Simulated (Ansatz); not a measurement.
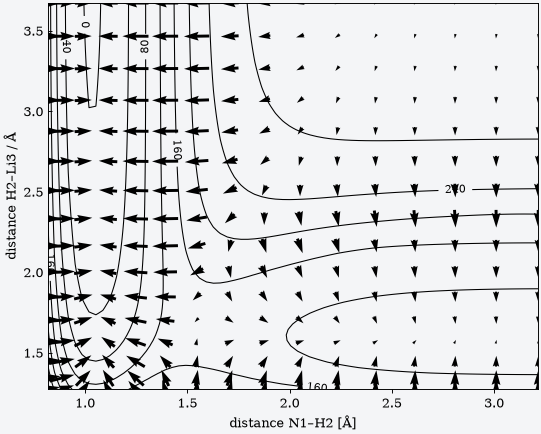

Energy landscape of the system N + HLi, spin multiplicity 4. 
- Coordinates scanned: (1) distance N1–H2; (2) distance H2–Li3.
- Nothing is relaxed (the angle N1–H2–Li3 is fixed at 120 degrees).
- The scan uses a 16 × 16 grid.
- Points are written as (first, second).
- Energies: kJ/mol, counted from the lowest grid point.
- In part of the range the unrestricted reference is strongly spin-contaminated.
- Computed with UHF-MP2, frozen core/aug-cc-pVTZ in Ansatz.

The picture shows contour lines labelled in kJ/mol, arrows along the force (downhill), their lengths compressed. Between grid points the surface is interpolated. 

Question: Summarise what can be read from the map.

Answer: The lowest grid point is at (0.991 Å, 3.672 Å). It lies in a valley that leaves the map towards separated partners. The highest grid point, (3.216 Å, 3.672 Å), lies 313 kJ/mol above the lowest. On the interpolated surface the lowest path from the side where the first distance is long, (3.216 Å, 1.568 Å), to the side where the second distance is long, about (1.02 Å, 3.67 Å), has its top at about (1.59 Å, 1.65 Å), about 43 kJ/mol above the start and 145 kJ/mol above the end.

Grid values (kJ/mol):

```
distance H2–Li3 ↓, distance N1–H2 →  0.816  0.991  1.246  1.545  1.876  2.233  2.612  3.010
                              3.672    143      0     55    217    290    307    311    313
                              3.265    146      2     55    214    284    300    303    304
                              2.876    150      5     56    207    271    283    284    284
                              2.507    158     12     59    195    245    246    241    238
                              2.163    170     22     64    175    190    169    159    157
                              1.847    187     38     74    149    140    124    117    115
                              1.568    216     65     97    144    127    109    101     99
                              1.343    264    113    144    176    155    137    128    125
```

The table holds every second grid line.

The input of one point:

```yaml
crystal:
  periodic: [false, false, false]
  atoms:
    - { symbol: "N", position_ang: [-0.991, 0.0, 0.0] }
    - { symbol: H, position_ang: [0.0, 0.0, 0.0] }
    - { symbol: Li, position_ang: [1.836, 3.180045, 0.0] }
magnetization:
  spin_polarized: true
  initial_magnetization: 3
basis:
  gaussian: { orbitals: aug-cc-pVTZ }
hamiltonian:
  xc: hf
output:
  forces: true
correlation:
  method: mp2
scf:
  omitted_lower_state_checks: [cluster_reference]
```

The whole map (256 points run) took 11 min on 1 thread of Intel(R) Xeon(R) Platinum 8488C (Sapphire Rapids), with other jobs on the host.
